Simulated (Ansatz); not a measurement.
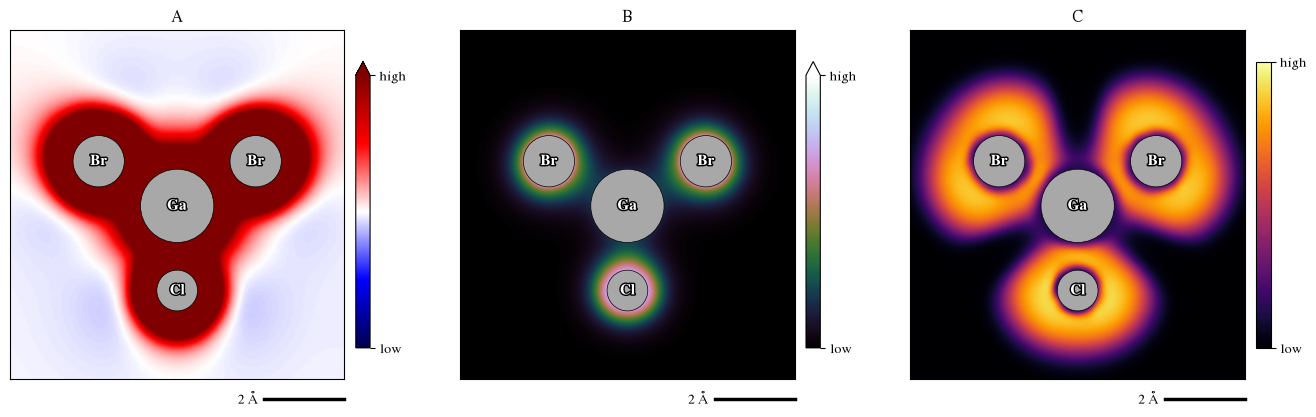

Br2ClGa (SMILES [Cl][Ga]([Br])[Br]): 3 fields on the molecular plane, with unlabelled colour scales. Grey discs cover the atomic cores.

Geometry: PBE0-D4/def2-TZVP.

Computed with Ansatz 0.2.0, RKS PBE0-D4/def2-TZVPP.

| atom | x (Å) | y (Å) | z (Å) |
| --- | --- | --- | --- |
| Cl | 0.7531 | 0.6533 | 1.8954 |
| Ga | 0.0237 | -0.0062 | 0.0202 |
| Br | 0.2587 | -2.1731 | -0.5689 |
| Br | -0.9800 | 1.4657 | -1.3669 |

Question: Which field does each panel show? The fields are: electron density, electron localisation function and electrostatic potential.

Answer: Panel A: electrostatic potential (strongly positive close to the atoms and fading to about zero outside). Panel B: electron density. Panel C: electron localisation function. From the grid: Ga–Cl (2.12 Å): the density is about 0.76 e/Å³ at the midpoint; the ELF peaks at about 0.85 in the valence shell of Cl, 0.8 Å from its nucleus, and is about 0.60 at the midpoint. Ga–Br (2.26 Å): ρ is about 0.69 e/Å³ halfway; the ELF peaks at about 0.75 in the valence shell of Br, 1.0 Å from its nucleus, and is about 0.70 at the midpoint.
